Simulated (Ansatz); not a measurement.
System: zinc-blende HgTe. Method: r²SCAN50 (PAW; Ansatz, a first-principles code).

Run with plane-wave cutoff 520 eV, 8×8×8 k mesh, Fermi–Dirac smearing 0.01 eV, scalar-relativistic PAW data made under PBE.

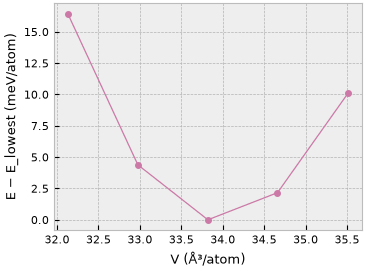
Fig. 1. Total energy against volume

Q: From the curve, estimate the equilibrium volume and the bulk modulus.

A: V0 ≈ 33.9 Å³/atom and B0 ≈ 49 GPa; the fit gives V0 = 33.942 Å³/atom, B0 = 49.1 GPa, B′ = 4.9.

Measured, for comparison: bulk modulus 42.3 GPa (temperature not stated, no zero-point or thermal correction; as tabulated in Toher et al. (2017), arXiv:1611.05714); equilibrium volume per atom 33.70 Å³/atom (room temperature, no zero-point or thermal correction; as tabulated in Cava et al. (2013), arXiv:1302.1059). Computed (rounded) less measured: bulk modulus +16 %, equilibrium volume per atom +0.7 %.

Spin–orbit coupling is not included; it can shift volumes and moduli of such heavy elements.
